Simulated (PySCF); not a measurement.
C$_{3}$H$_{13}$NSi$_{3}$ (SMILES [SiH3]N([SiH3])C1C[SiH2]C1)

Input

```
{"job": {"kind": "uv", "xc": "PBE0", "basis": "def2-SVPD", "ip": true, "dynamic": false}, "charge": 0, "multiplicity": 1}
Si     1.303023     1.384768    -1.178809
N      1.056194     0.135484     0.018176
Si     2.343027    -0.782421     0.762704
C     -0.297023    -0.228130     0.435897
C     -1.339006     0.911589     0.571065
Si    -2.659992    -0.398220     0.188166
C     -1.081501    -1.207093    -0.481757
H      1.050168     2.765557    -0.658907
H      0.399454     1.188396    -2.357446
H      2.722617     1.296917    -1.627089
H      2.147099    -2.252467     0.550395
H      2.373144    -0.557479     2.243746
H      3.644617    -0.362245     0.169457
H     -0.227359    -0.705460     1.433056
H     -1.299041     1.505512     1.493801
H     -1.281164     1.600192    -0.290495
H     -3.763645    -0.050085    -0.755640
H     -3.233536    -1.062751     1.397022
H     -0.845676    -2.273700    -0.368214
H     -0.940674    -0.922032    -1.538313
```

Launched as:

```sh
OMP_NUM_THREADS=1 python probes_run.py task.json out
```

Geometry: PBE0-D3(BJ)/def2-SVP.

Method: PySCF, PBE0/def2-SVPD, SCF density, gas phase.

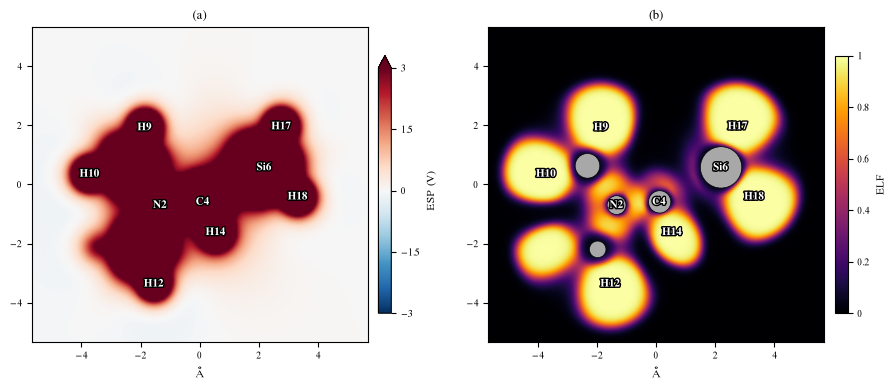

Figure 1. (a) electrostatic potential; (b) electron localisation function on the plane of atoms N2, C4 and H14. Grey discs cover the atomic cores in the ELF map.

Q: Describe what can be read from this map.

A: The section cuts through N, C, Si and H sites.
C–N (1.46 Å): the ELF peaks at about 0.90 between the atoms, as expected for a shared electron pair.
C–H (1.11 Å): the ELF climbs to about 1 towards the hydrogen, as it does in any bond to H; a covalent bond by its length.
Si–H (1.49 Å): the ELF climbs to about 1 towards the hydrogen.
The potential has no marked negative region in this plane.

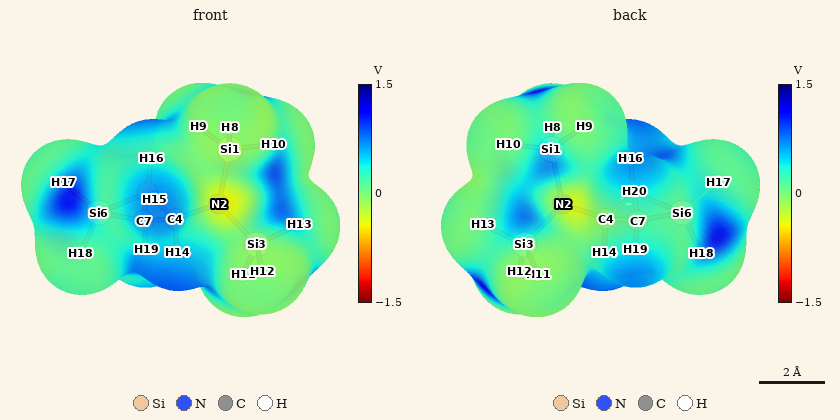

Figure 2. The molecular electrostatic potential painted on the density surface at 0.002 e/bohr³, seen from the front and from behind; red is negative and blue positive.

Q: Describe the electrostatic potential map.

A: The most negative region (about −0.4 V) lies over N2, the most positive (about +1.1 V) over Si1, Si3 and Si6.
